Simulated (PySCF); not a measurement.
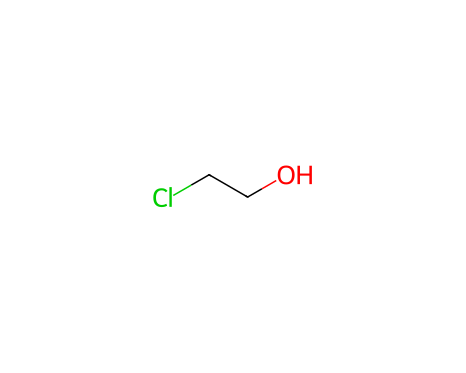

Computed geometry: PBE0-D3(BJ)/def2-SVP optimisation. No frequency run is at hand to confirm it as a minimum. Program: PySCF 2.14.0.

Tabulate HOMO–LUMO gap (eV), polarisability (bohr³) at these levels: B3LYP/def2-SVPD; BHandHLYP/def2-SVPD; CAM-B3LYP/def2-SVPD; HF/def2-SVPD; LC-wPBE/def2-SVPD; LDA/def2-SVPD; PBE/def2-SVPD; PBE0/6-31G*; PBE0/def2-SVP; PBE0/def2-SVPD; PBE0/def2-TZVP; ωB97X-D/def2-SVPD.

| level | HOMO–LUMO gap (eV) | polarisability (bohr³) |
| --- | --- | --- |
| B3LYP/def2-SVPD | 8.00 | 46.2 |
| BHandHLYP/def2-SVPD | 10.87 | 44.3 |
| CAM-B3LYP/def2-SVPD | 10.92 | 45.4 |
| HF/def2-SVPD | 14.72 | 42.5 |
| LC-wPBE/def2-SVPD | 13.40 | 44.2 |
| LDA/def2-SVPD | 5.85 | 48.2 |
| PBE/def2-SVPD | 5.89 | 47.7 |
| PBE0/6-31G* | 8.73 | 34.6 |
| PBE0/def2-SVP | 9.03 | 34.6 |
| PBE0/def2-SVPD | 8.54 | 45.6 |
| PBE0/def2-TZVP | 8.76 | 41.4 |
| ωB97X-D/def2-SVPD | 12.24 | 45.1 |
